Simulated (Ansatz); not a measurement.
# Direct or indirect: GaN (F-43m)

```cif
data_structure
_symmetry_space_group_name_H-M 'P 1'
_symmetry_Int_Tables_number 1
_cell_length_a 3.1869
_cell_length_b 3.1869
_cell_length_c 3.1869
_cell_angle_alpha 60.000
_cell_angle_beta 60.000
_cell_angle_gamma 60.000
_cell_volume 22.89
loop_
_atom_site_label
_atom_site_type_symbol
_atom_site_fract_x
_atom_site_fract_y
_atom_site_fract_z
_atom_site_occupancy
Ga1 Ga 0.00000 0.00000 0.00000 1
N1 N 0.25000 0.25000 0.25000 1
```

Method: Ansatz, PBE, independent particles, without spin-orbit coupling, line width 0.1 eV (Gaussian). The band structure gives a fundamental gap of 1.72 eV. The spectrum of vertical transitions near the edge:

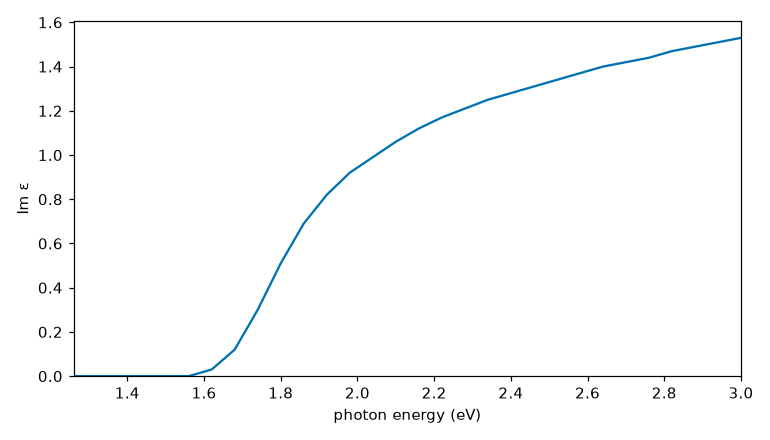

Is the gap direct or indirect, and about where do vertical transitions set in?

Direct: the band path has its least direct gap at the fundamental one, 1.72 eV, and the curves rise from there. Lines are broadened by 0.1 eV, which spreads the edge.

[Logs are printed without paths, hosts, clocks, repeated set-up lines and the standing remarks that a program may print on its own settings, such as how far it seeks lower states.]
